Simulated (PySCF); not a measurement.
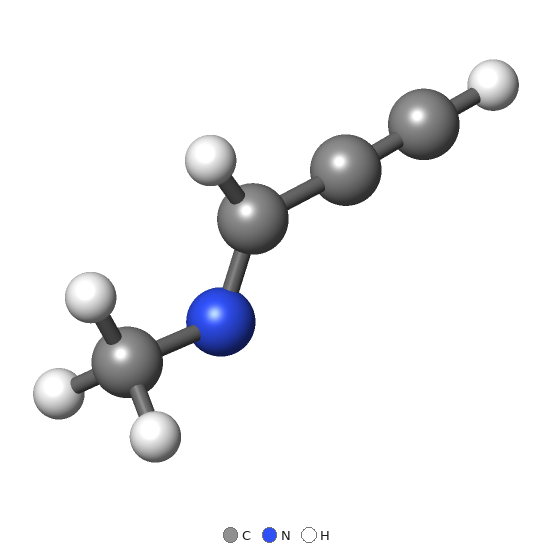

Figure made from data computed with PySCF.

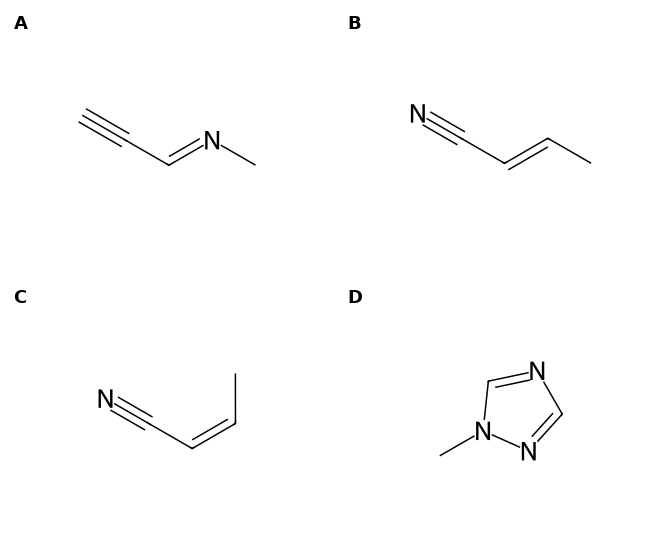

The first picture shows one of the molecules drawn in the second. Which?

A, `C#C/C=N/C`.
